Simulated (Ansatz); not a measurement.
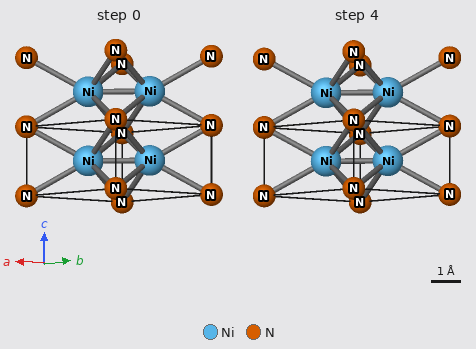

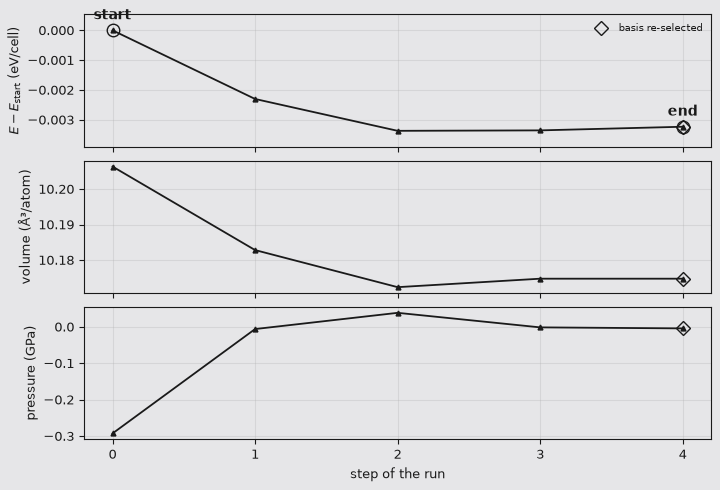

First and last geometry of a relaxation of a crystal of Ni₂N (a generated structure, set up in P6/mmm), with the history of the run. A ball-and-stick model of the cell of the calculation, repeated 1 × 1 × 2 with one cell outlined, seen from a free direction.

All numbers below come from DFT PBE, scalar-relativistic, plane waves, PAW in Ansatz. Settings: plane-wave cutoff 420 eV; k-point mesh 12 × 12 × 18; occupations gaussian; smearing width 0.1 eV; no spin polarisation; cell and atoms relaxed; force threshold 0.01 eV/Å; at most 80 steps.

### Did the run converge, and what did it change?

It converged. After 3 accepted moves (4 points after the start) the energy has fallen by 3.2 meV per cell of the calculation. All forces vanish by symmetry, so only the cell relaxes. The pressure goes from −0.29 to 0.00 GPa. The SCF was repeated once at an unchanged geometry on a basis and grid sized afresh for the cell, which shifted the energy by 0.1 meV per cell of the calculation at most. No atom moves by more than 0.005 Å relative to the cell. The volume changes by −0.3 %, with a = b 3.786 → 3.800 Å (+0.4 %), c 2.467 → 2.441 Å (−1.0 %). Near-neighbour distances that change, for instance: Ni–Ni 2.467 → 2.441 Å, Ni–Ni 2.186 → 2.194 Å. The space group stays P6/mmm (No. 191). Cost: 72 s on 1 thread of Arm Neoverse N1 (shared host), peak memory 0.41 GiB.
